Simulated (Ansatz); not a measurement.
# Na(100) with 4 thermally displaced layers, 2x2: scattering by thermal displacements

How much do lattice vibrations at 300 K scatter the electrons of Na? Layers with random displacements are laid between perfect leads, and the resistance is followed against their length.

Calculated with Ansatz 0.2.0; Ansatz plane-wave DFT, PBE, PAW files; ballistic transport by layer matching (Landauer), zero bias; PAW set soft_1.

### Step 1. Starting point

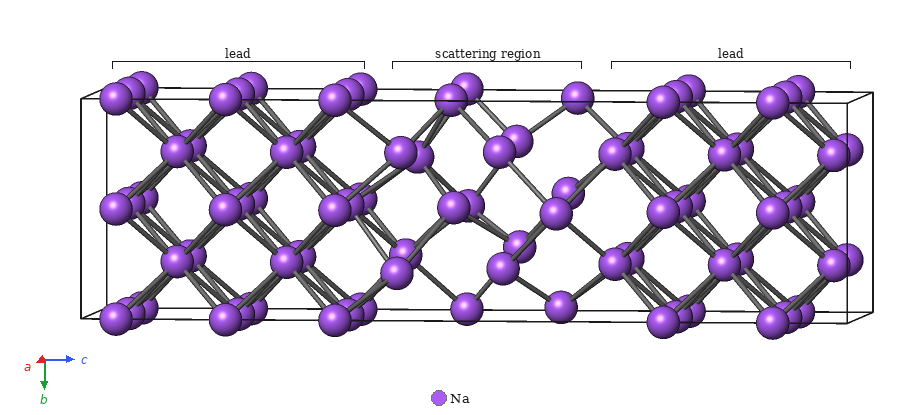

Start, viewed from the side, with the c axis across the page; sodium purple. Some periodic images of atoms are drawn too.

The cell holds 56 atoms: 56 Na. Cell: a = 8.581 Å, b = 8.581 Å, c = 30.034 Å, α = 90.0°, β = 90.0°, γ = 90.0°. It derives from Na. Regions: lead, 40 atoms (40 Na); scattering region, 16 atoms (16 Na). The structure is stacked along c, and the current runs across the ab planes.

### Step 2. With 4 displaced layers

Each atom of 4 layers is moved at random, by amounts drawn from a normal law 0.2769 Å wide in each direction from the Debye model (158 K) at 300 K. The layers about the cell's end stay perfect and serve as the lead. Disorder leaves little or no symmetry, which makes such runs dear. Energies from -0.05 to 0.05 eV in steps of 0.05 eV are too few for the program's thermal sum, so it prints no conductance; for a metal the transmission near the Fermi level serves, at a fraction of the cost.

The input, input.yaml:

```yaml
crystal:
  lattice:
    - [8.5812, 0.0, 0.0]
    - [0.0, 8.5812, 0.0]
    - [0.0, 0.0, 30.0342]
  atoms:
    - { symbol: Na, position: [0.0, 0.0, 0.0357142857] }
    - { symbol: Na, position: [0.0, 0.5, 0.0357142857] }
    - { symbol: Na, position: [0.5, 0.0, 0.0357142857] }
    - { symbol: Na, position: [0.5, 0.5, 0.0357142857] }
    - { symbol: Na, position: [0.25, 0.25, 0.1071428571] }
    - { symbol: Na, position: [0.25, 0.75, 0.1071428571] }
    - { symbol: Na, position: [0.75, 0.25, 0.1071428571] }
    - { symbol: Na, position: [0.75, 0.75, 0.1071428571] }
    - { symbol: Na, position: [0.0, 0.0, 0.1785714286] }
    - { symbol: Na, position: [0.0, 0.5, 0.1785714286] }
    - { symbol: Na, position: [0.5, 0.0, 0.1785714286] }
    - { symbol: Na, position: [0.5, 0.5, 0.1785714286] }
    - { symbol: Na, position: [0.25, 0.25, 0.25] }
    - { symbol: Na, position: [0.25, 0.75, 0.25] }
    - { symbol: Na, position: [0.75, 0.25, 0.25] }
    - { symbol: Na, position: [0.75, 0.75, 0.25] }
    - { symbol: Na, position: [0.0, 0.0, 0.3214285714] }
    - { symbol: Na, position: [0.0, 0.5, 0.3214285714] }
    - { symbol: Na, position: [0.5, 0.0, 0.3214285714] }
    - { symbol: Na, position: [0.5, 0.5, 0.3214285714] }
    - { symbol: Na, position: [0.2511032009, 0.293871112, 0.4041470276] }
    - { symbol: Na, position: [0.2335353709, 0.7403862641, 0.3879955406] }
    - { symbol: Na, position: [0.7683817423, 0.248191128, 0.399742182] }
    - { symbol: Na, position: [0.6903976174, 0.8005433801, 0.3919681992] }
    - { symbol: Na, position: [0.0219518392, 0.995593802, 0.4607910581] }
    - { symbol: Na, position: [0.0149418602, 0.5266022363, 0.4624187268] }
    - { symbol: Na, position: [0.4950704823, 0.0221234896, 0.4562626258] }
    - { symbol: Na, position: [0.4511396885, 0.512743758, 0.4581042163] }
    - { symbol: Na, position: [0.1880418242, 0.2237352424, 0.5314038165] }
    - { symbol: Na, position: [0.2115023245, 0.7018469066, 0.5360520253] }
    - { symbol: Na, position: [0.7789489935, 0.2424781894, 0.5288595711] }
    - { symbol: Na, position: [0.7624215018, 0.7731410107, 0.5329486886] }
    - { symbol: Na, position: [0.0175732492, 0.0336475011, 0.6052350641] }
    - { symbol: Na, position: [0.9737526045, 0.5112166545, 0.6094248158] }
    - { symbol: Na, position: [0.5354522708, 0.9585540804, 0.6010438899] }
    - { symbol: Na, position: [0.4729572472, 0.4440534678, 0.6083083728] }
    - { symbol: Na, position: [0.25, 0.25, 0.6785714286] }
    - { symbol: Na, position: [0.25, 0.75, 0.6785714286] }
    - { symbol: Na, position: [0.75, 0.25, 0.6785714286] }
    - { symbol: Na, position: [0.75, 0.75, 0.6785714286] }
    - { symbol: Na, position: [0.0, 0.0, 0.75] }
    - { symbol: Na, position: [0.0, 0.5, 0.75] }
    - { symbol: Na, position: [0.5, 0.0, 0.75] }
    - { symbol: Na, position: [0.5, 0.5, 0.75] }
    - { symbol: Na, position: [0.25, 0.25, 0.8214285714] }
    - { symbol: Na, position: [0.25, 0.75, 0.8214285714] }
    - { symbol: Na, position: [0.75, 0.25, 0.8214285714] }
    - { symbol: Na, position: [0.75, 0.75, 0.8214285714] }
    - { symbol: Na, position: [0.0, 0.0, 0.8928571429] }
    - { symbol: Na, position: [0.0, 0.5, 0.8928571429] }
    - { symbol: Na, position: [0.5, 0.0, 0.8928571429] }
    - { symbol: Na, position: [0.5, 0.5, 0.8928571429] }
    - { symbol: Na, position: [0.25, 0.25, 0.9642857143] }
    - { symbol: Na, position: [0.25, 0.75, 0.9642857143] }
    - { symbol: Na, position: [0.75, 0.25, 0.9642857143] }
    - { symbol: Na, position: [0.75, 0.75, 0.9642857143] }
kpoints:
  mp_grid: { grid: [3, 3, 1] }
hamiltonian:
  xc: pbe
  pseudopotentials: { kind: paw, azcp: { folder: soft_1 } }
scf:
  occupations: { method: fermi_dirac, width: 0.1 }
output:
  transmission: { leads: [[0, 4]], kmesh: [6, 6], e_range: [-0.05, 0.05], de: 0.05 }
  write_potential: true
  write_density: true
  volumetric_format: npy
```

Command:

```console
> ansatz run input.yaml --threads 4 --pin off --max-ram 15360MiB --backend cpu --events-out ev --progress --plain --runs-dir out
```

Numbers of over 12 decimals in the logs are rounded to 6 here.

The program printed:

```text
Engine: ansatz 0.2.0, x86_64-unknown-linux-gnu
Pseudopotentials: kind: paw
Pseudopotential: Na, paw, valence charge 9, recommended cutoff 420 eV (normal), soft_1/Na.paw.azcp
Functional definition: PBE
  parameter kappa = 0.804
  parameter beta = 0.066725
  exchange = pbe_x(kappa = kappa, mu = beta*pi^2/3)
  correlation = pbe_c(beta = beta)
Crystal: 56 atoms, lattice volume = 2211.628 Å³
Basis set: ecut = 420 eV, 43261 PW (Γ)
Bands: 308, of which v1, the nominal top of the filled ones, is band 252 counted from 1 (251 counted from 0)
Symmetry: 1 space group operations
Space group: P1 (ITA 1), of the structure as read, at distance tolerance 1.3e-4 Å
k-points: 5 of 9 (time reversal used)
Non-local potential: Na, projectors of the file, l = 0: 3, l = 1: 2, l = 2: 1
PAW form: soft (Blöchl's): semilocal exchange-correlation on the pseudo side does not see the compensation charge
PAW one-centre angular grid: Na, 110 points (default); XC on 64 Gauss nodes
Initial density: superposition of atomic densities (chi_scale 0.1, normalization cell)
Initial wavefunctions: pseudopotential atomic-orbital guess
Functional: x = pbe(κ = 0.804, μ = 0.219515), c = pbe(β = 0.066725)
SCF iter   1: F=—  HF=-83239.146585 eV  |F-HF|=—  |Δ(HF+E_count)|=         —  Δρ=4.41e-3  dr2=1.07e0  ethr=3.10e-3  ⟨swp⟩=6.8  Hψ=6241  notcnv=0
preconditioner: auto → Kerker (q_TF=auto, 2.132 Å⁻¹)  [metal: Δε(μ)=0.003 eV  Ē_g=3.010 eV  σ=0.100 eV  W_gap=0.01  n_scr=348 (ndim 8)  ℏωp=5.9 eV  f_vac=0.000  D(μ)=26.03/eV (n_scr^D=100)]
SCF iter   2: F=—  HF=-83239.052261 eV  |F-HF|=—  |Δ(HF+E_count)|=   9.43e-2  Δρ=2.85e-3  dr2=5.73e-1  ethr=2.13e-4  ⟨swp⟩=1.8  Hψ=1846  notcnv=0
SCF iter   3: F=—  HF=-83238.977249 eV  |F-HF|=—  |Δ(HF+E_count)|=   7.50e-2  Δρ=9.83e-4  dr2=5.54e-2  ethr=1.14e-4  ⟨swp⟩=1.0  Hψ=1528  notcnv=0
SCF iter   4: F=—  HF=-83238.966042 eV  |F-HF|=—  |Δ(HF+E_count)|=   1.12e-2  Δρ=1.85e-4  dr2=3.81e-3  ethr=1.10e-5  ⟨swp⟩=2.0  Hψ=2512  notcnv=0
SCF iter   5: F=—  HF=-83238.966044 eV  |F-HF|=—  |Δ(HF+E_count)|=   2.32e-6  Δρ=5.07e-5  dr2=8.32e-4  ethr=7.56e-7  ⟨swp⟩=1.6  Hψ=1570  notcnv=0
SCF iter   6: F=—  HF=-83238.965990 eV  |F-HF|=—  |Δ(HF+E_count)|=   5.39e-5  Δρ=2.95e-5  dr2=4.92e-5  ethr=1.65e-7  ⟨swp⟩=2.0  Hψ=1689  notcnv=0
SCF iter   7: F=—  HF=-83238.966070 eV  |F-HF|=—  |Δ(HF+E_count)|=   7.95e-5  Δρ=8.70e-6  dr2=2.99e-6  ethr=9.75e-9  ⟨swp⟩=2.0  Hψ=2470  notcnv=0  defer=12
SCF iter   8: F=—  HF=-83238.966070 eV  |F-HF|=—  |Δ(HF+E_count)|=   4.20e-8  Δρ=4.81e-6  dr2=6.72e-7  ethr=5.94e-10  ⟨swp⟩=2.0  Hψ=2832  notcnv=0  defer=12
SCF iter   9: F=—  HF=-83238.966070 eV  |F-HF|=—  |Δ(HF+E_count)|=   1.41e-7  Δρ=1.31e-6  dr2=1.69e-7  ethr=1.33e-10  ⟨swp⟩=2.0  Hψ=2797  notcnv=0  defer=12
SCF iter  10: F=-83238.966070 eV  HF=-83238.966070 eV  |F-HF|=4.96e-9  |Δ(HF+E_count)|=   1.41e-8  Δρ=3.50e-7  dr2=1.17e-8  ethr=1.98e-11  ⟨swp⟩=10.0  Hψ=5936  notcnv=0
SCF 1 converged in 10 iterations: F = -83238.966070 eV  dr2 = 1.17e-8
  greatest PAW one-centre occupation: 0.999 electrons in one spin orbital (limit 2), on the Na atom at site 35 (counted from 0), in its partial waves of l = 0
transmission: 99 of 980 steps passed
transmission: 201 of 980 steps passed
[...]
transmission: 980 of 980 steps passed
SCF converged after 10 iterations
Free energy (F): -83238.966070 eV
Harris-Foulkes:  -83238.966070 eV  (|F-HF|=4.96e-9)
Internal energy: -83238.123932 eV  (E = F + TS)
E sigma→0 (E₀):  -83238.545001 eV
Entropy (-TS):   -0.842137 eV (-15.038 meV/atom)
Fermi energy:    1.387707 eV
--- Per-component energies (eV) ---
  E_band       = -13689.466948
  E_kinetic    = 6317.449127
  E_local      = -90826.821246  (includes V_loc(G=0)·N_el)
  E_nonlocal   = 15576.190040
  E_hartree    = 31699.221310
  E_xc         = -2029.243573
  E_vxc        = -2607.755801  (∫ρ·V_xc dr)
  E_paw        = -16433.570362  (= ΣΔE_a)
  E_vpaw       = -5546.970759  (= ΣTr[D̂ρ^β])
  E_aug_tail   = 0.000908  (compensation charges beyond the density's cutoff)
  E_ewald      = -27541.350137
  E_smearing   = -0.842137  (= −TS)
  E_closure    = -0.000000  (closes the sum)
  Σ components = -83238.966070   (vs F -83238.966070, Δ=0.00e0)
--- Band table (eV; the first three rows and the last of 5) ---
  k-point 0: bands = [... 248 lower, 1.0054, 1.0147, 1.0493, 1.0532, 1.0735, 1.7374, 1.7551, 1.7712, ... 52 higher]
  k-point 1: bands = [... 248 lower, 1.2327, 1.2422, 1.2575, 1.2690, 1.3793, 1.3989, 1.4089, 1.4173, ... 52 higher]
  k-point 2: bands = [... 248 lower, 1.2181, 1.2273, 1.2635, 1.2733, 1.3878, 1.3994, 1.4145, 1.4231, ... 52 higher]
  k-point 4: bands = [... 248 lower, 0.9371, 0.9615, 1.3935, 1.4050, 1.5865, 1.6099, 2.0263, 2.0355, ... 52 higher]
--- Transmission ---
  basis      : 657 plane waves across, 49 finite elements along
  points     : 20, standing for a mesh of 6 x 6
  energies   : 3 from -0.050000 to 0.050000 eV about the Fermi level, 0.050000 eV apart; the leads are filled to 0.000000 eV, and channels, transmission and decay are at 0.000000 eV
  crystal 0  : Na4, at the sites [0, 4], period 2.1453 Å, over 21.45 Å; its Hamiltonian steps by up to 2.9 meV
    offset         : up to 0.0000 Å between an atom of the period and one for which it stands
    channels       : 4.916667e0 a spin
    conductance    : none, the energies end too early or step too widely for 300 K: set another output.transmission.e_range or a lower de, or, where they end at an eighth of basis.ecutwfc, a higher one
  junction   : crystal 0 to crystal 0, 0.70 to 28.59 Å
    transmission   : 4.738886e0 a spin
    conductance    : none, the energies end too early or step too widely for 300 K: set another output.transmission.e_range or a lower de, or, where they end at an eighth of basis.ecutwfc, a higher one
```

It took 19 min on 4 threads of Intel Xeon Platinum 8375C at 2.90GHz (Ice Lake), shared host; peak memory 10 GiB; 64 min of CPU time.

The column dr2 measures how far the density is from self-consistency, as an energy; F and HF (Harris–Foulkes) agree once it is small.

This step gave:

```
free energy                                    : -83238.9661 eV
energy at zero smearing                        : -83238.5450 eV
Fermi energy                                   : 1.388 eV
cell area                                      : 73.64 Å²
transmission per spin nearest the Fermi level  : 4.739
open channels per spin nearest the Fermi level : 4.917
step of the lead's potential                   : 2.9 meV
```

Per spin. The transmission, zone mean by energy, zero at the Fermi level:

| energy (eV) | transmission, zone mean |
| --- | --- |
| -0.0500 | 4.70 |
| 0.0000 | 4.74 |
| 0.0500 | 4.76 |

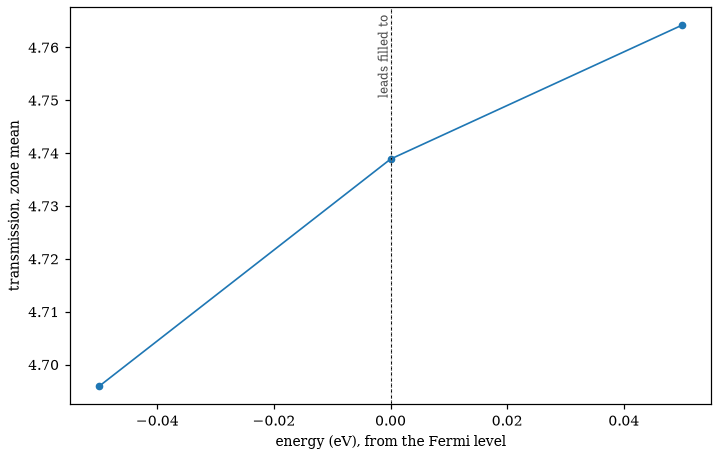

Transmission, zone mean, plotted against energy.

Per spin. The open channels, zone mean, lead stays at 4.92 for energy from -0.05 to 0.05 eV.

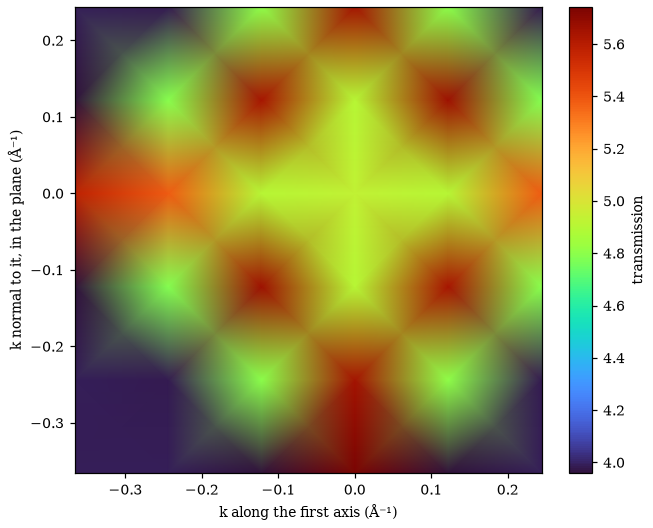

Transmission over k1 and k2. At 0.0000 eV from the Fermi level.

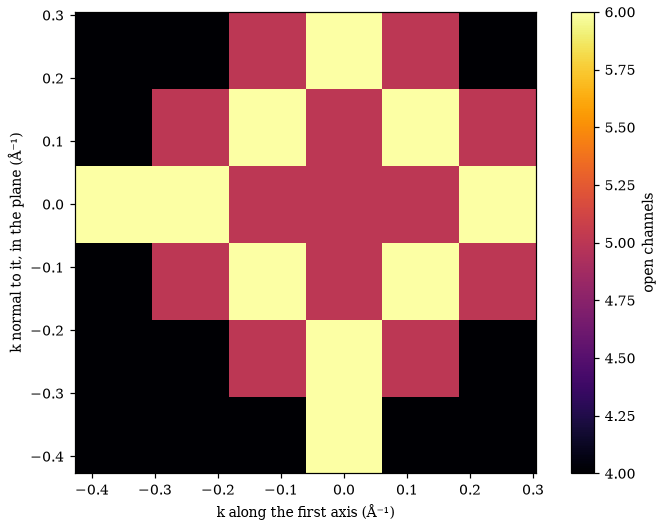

Open channels over k1 and k2. At 0.0000 eV from the Fermi level.

Over the solved energies the transmission per spin lies between 4.70 and 4.76, out of 4.92 channels of the lead on average (up to 4.92).

(Part 1 of 3 ends here.)

[Logs are printed without paths, hosts, clocks, repeated set-up lines and the standing remarks that a program may print on its own settings, such as how far it seeks lower states.]

[Hosts, paths, dates, database ids (printed as entryN), source tags and the programs' standing remarks are cut or masked in the printed files.]
